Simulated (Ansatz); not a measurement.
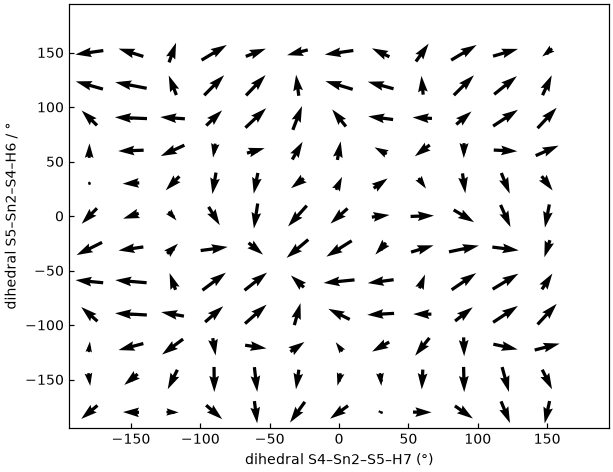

F₂H₂S₂Sn, SMILES [F][Sn]([F])([SH])[SH]. The first coordinate is: dihedral S4–Sn2–S5–H7; the second: dihedral S5–Sn2–S4–H6. Nothing is relaxed (all other coordinates rigid). The grid has 12 × 12 points. Method: RHF/def2-TZVP in Ansatz 0.2.0.

In the figure: dots at the grid points, arrows along the force (downhill), their lengths compressed.

Q: The arrows alone are given. Where are the wells?

A: The arrows converge at about dihedral S4–Sn2–S5–H7 = 145°, dihedral S5–Sn2–S4–H6 = 145°; about dihedral S4–Sn2–S5–H7 = 150°, dihedral S5–Sn2–S4–H6 = −45° (10 meV up); about dihedral S4–Sn2–S5–H7 = −45°, dihedral S5–Sn2–S4–H6 = 150° (12 meV up); about dihedral S4–Sn2–S5–H7 = −45°, dihedral S5–Sn2–S4–H6 = −45° (23 meV up) (read from the interpolated surface).

The energy map of the same scan:

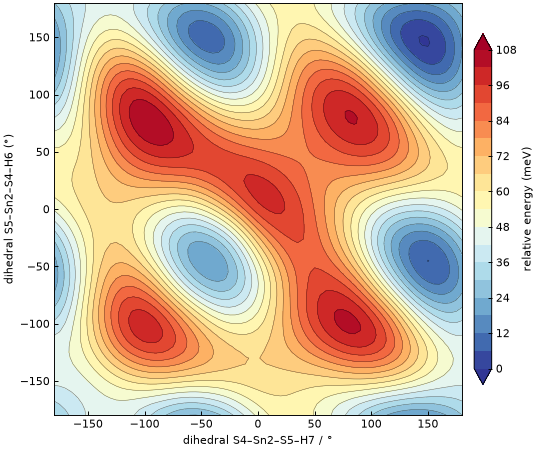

Energies are in meV, from the lowest grid point; between grid points the surface is interpolated.
